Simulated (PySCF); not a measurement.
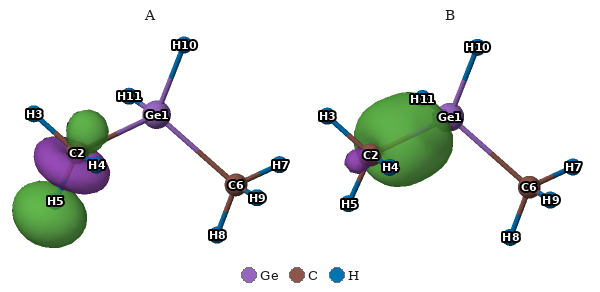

GeMe2H2 (C₂H₈Ge). Intrinsic bond orbitals (IBO), occupied and valence-virtual; each surface holds about 70 % of the orbital's density. Energies are diagonal elements of the Fock matrix.

Computed with PySCF, B3LYP/def2-SVP, geometry: GFN2-xTB. No frequency check shows the geometry to be a minimum. GFN2-xTB bond lengths at metals and heavier atoms can be off by up to 0.1 Å and shapes distorted, which carries into these values.

Input script:

```python
import numpy as np
from pyscf import gto, scf, dft, lo
from pyscf.data.elements import chemcore

def solve(mol, dm0=None, hcore=None):
    mf = (dft.UKS if mol.spin else dft.RKS)(mol, xc='b3lyp')
    mf.grids.level = 3
    mf = mf.density_fit(auxbasis='def2-universal-jkfit')
    mf.conv_tol, mf.max_cycle = 1e-8, 80
    if hcore is not None:
        mf.get_hcore = lambda *args: hcore
    mf.kernel(dm0)
    if not mf.converged:
        mf = mf.newton().run(mf.mo_coeff, mf.mo_occ, max_cycle=30)
    assert mf.converged, 'SCF not converged'
    return mf

mol = gto.M(atom='''
Ge    -0.00001     0.37608    -0.00031
C      1.62186    -0.73815     0.00099
H      2.52207    -0.13057    -0.01666
H      1.64188    -1.38366    -0.87375
H      1.65731    -1.35642     0.89484
C     -1.62368    -0.73586    -0.00196
H     -2.52304    -0.12703     0.01588
H     -1.64460    -1.38161     0.87259
H     -1.64343    -1.38088    -0.87674
H      0.00086     1.28509    -1.20051
H      0.00016     1.28473     1.20015
''', basis='def2-svp', charge=0, spin=0, verbose=4)
mf = solve(mol)
occ_all = mf.mo_coeff[:, mf.mo_occ > 0]
occ = occ_all[:, chemcore(mol):]
loc = lo.ibo.ibo(mol, occ, iaos=lo.iao.iao(mol, occ_all))
fock, s = mf.get_fock(), mf.get_ovlp()
ortho = lo.orth_ao(mol, 'meta_lowdin')
ortho = lo.vec_lowdin(lo.iao.iao(mol, occ_all), s)
labels = lo.iao.reference_mol(mol).ao_labels(fmt=None)
vir = lo.vvo.livvo(mol, occ_all, mf.mo_coeff[:, mf.mo_occ == 0])
both = np.hstack([loc, vir])
p = (ortho.T @ s @ both) ** 2
pop = np.array([p[[l[0] == a for l in labels]].sum(0) for a in range(mol.natm)])
spd = np.array([[p[[l[0] == a and l[2][-1] == k for l in labels]].sum(0) for k in 'spd'] for a in range(mol.natm)])
eps = np.einsum('pi,pq,qi->i', both, fock, both)
for i in np.argsort(eps):
    top = np.argsort(-pop[:, i])[:3]
    print('%3d %s %9.4f Eh ' % (i + 1, 'occ' if i < loc.shape[1] else 'vir', eps[i]), '  '.join('%s%d %.3f' % (mol.atom_symbol(a), a + 1, pop[a, i]) for a in top))
np.savez('result.npz', c=both, nocc=loc.shape[1], pop=pop, spd=spd, eps=eps, e=mf.e_tot)
```

Launched as:

```sh
OMP_NUM_THREADS=1 python input.py
```

The run took 10 s on 1 thread of Arm Neoverse V2, with other jobs on the host, peak memory 0.44 GiB.

Q: What does each orbital represent in a Lewis picture?

A: By panel:
- A: σ* orbital H5–C2 (H5 57 %, C2 43 %; 9.5 eV)
- B: σ bond C2–Ge1 (C2 62 %, Ge1 38 %; −11.1 eV)

Q: How do all the valence pairs divide up?

A: 15 pairs: 10 σ bonds and 5 d pairs.
